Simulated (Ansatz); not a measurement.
| atom | x (Å) | y (Å) | z (Å) |
| --- | --- | --- | --- |
| Si | -3.8619 | -0.7179 | -0.2926 |
| Si | -2.7862 | -2.4145 | 0.5992 |
| Si | -1.4343 | -0.8543 | -0.2370 |
| H | -2.7603 | -3.7479 | 1.3072 |
| H | -0.6070 | -1.0382 | -1.4937 |
| H | -0.5929 | 0.0781 | 0.6116 |

Geometry: PBE0-D3(BJ)/def2-SVPD.

Level of theory: Ansatz 0.2.0, isolated molecule in a Gaussian basis; Kohn-Sham density functional theory, functional PBE0.

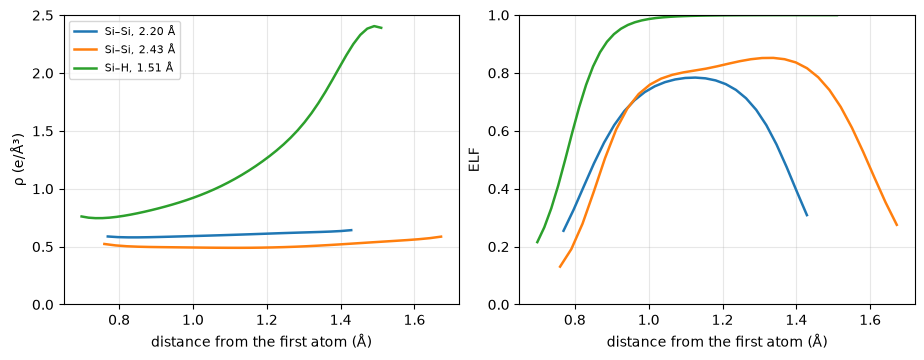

H$_{3}$Si$_{3}$ (SMILES [Si-]1=[SiH][SiH2]1) (charge −1). Electron density and electron localisation function along straight lines between neighbouring atoms. The curves leave out the atomic cores.

Question: Compare the contacts.

Answer: Si–Si (2.20 Å): ρ at the midpoint is about 0.6 e/Å³; the ELF peaks at about 0.80 between the atoms; localised, covalent bonding.
Si–Si (2.43 Å): ρ is about 0.49 e/Å³ halfway; the ELF peaks at about 0.85 between the atoms (localised, covalent bonding).
Si–H (1.51 Å): ρ is about 0.75 e/Å³ halfway; the ELF climbs to about 1 towards the hydrogen, as it does in any bond to H.
